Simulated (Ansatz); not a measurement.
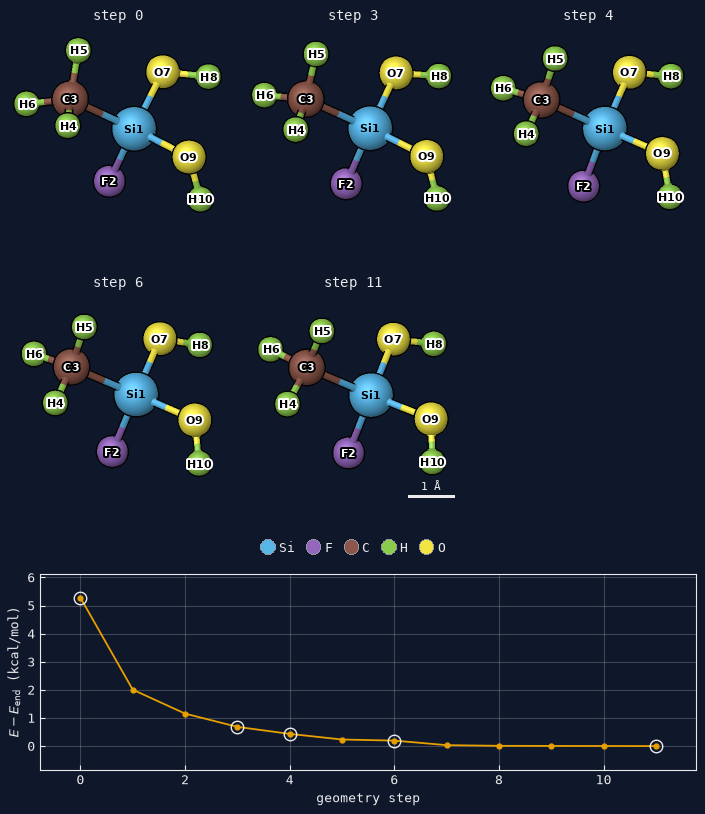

Frames of a relaxation of CH5FO2Si, marked on the history of the run. A ball-and-stick model, seen at a tilt.

The run prepares the start of a later molecular dynamics calculation, from a guessed geometry.

Method: RKS PBE0-D4/6-31G* in Ansatz 0.2.0.

The input:
```yaml
crystal:
  periodic: [false, false, false]
  atoms:
    - { symbol: Si, position_ang: [0.0, 0.0, 0.0] }
    - { symbol: F, position_ang: [0.0, 0.0, 1.59] }
    - { symbol: C, position_ang: [1.7634, 0.0, -0.6227] }
    - { symbol: H, position_ang: [2.1111, -1.0463, -0.7509] }
    - { symbol: H, position_ang: [1.8119, 0.5276, -1.5981] }
    - { symbol: H, position_ang: [2.4154, 0.5187, 0.1108] }
    - { symbol: O, position_ang: [-0.7913, 1.3709, -0.5594] }
    - { symbol: H, position_ang: [-1.7491, 1.1401, -0.7818] }
    - { symbol: O, position_ang: [-0.7913, -1.3709, -0.5594] }
    - { symbol: H, position_ang: [-1.2459, -1.8365, 0.2129] }
basis:
  gaussian: { orbitals: "6-31G*" }
hamiltonian:
  xc: pbe0
  dispersion: d4
relax:
  f_tol: 0.02
  max_steps: 40
```

Run as
```bash
ansatz run input.yaml --threads 1 --pin off --max-ram 2048MiB --backend cpu --events-out ev --progress --plain --runs-dir out
```

Q: What happens along the run?

A: Over 11 geometry steps the energy falls by 5.28 kcal/mol. Largest force component: 2.1 eV/Å at the start, 0.0022 eV/Å at the end. The atom that moves furthest after the best rigid fit is H5 (0.55 Å). By element the largest moves are H 0.55 Å, O 0.23 Å, F 0.17 Å, Si 0.05 Å, C 0.05 Å. Some distances before and after: O7–H8 1.010 → 0.965 Å, Si1–O7 1.679 → 1.640 Å, Si1–O9 1.679 → 1.652 Å, Si1–F2 1.590 → 1.613 Å. Among the angles between lasting bonds that change: Si1–O9–H10 109.5° → 115.7°, C3–Si1–O9 109.5° → 115.1°, Si1–O7–H8 109.5° → 114.9°. Groups turn about Si1–O9 by about 35°, Si1–C3 by about 35°. From step 0 to 3: H atoms move most (0.21 Å), energy −4.59 kcal/mol. From step 3 to 4: H5 moves most (0.19 Å), energy −0.25 kcal/mol. From step 4 to 6: H4 moves most (0.09 Å), energy −0.24 kcal/mol. From step 6 to 11: H10 moves most (0.13 Å), energy −0.20 kcal/mol.
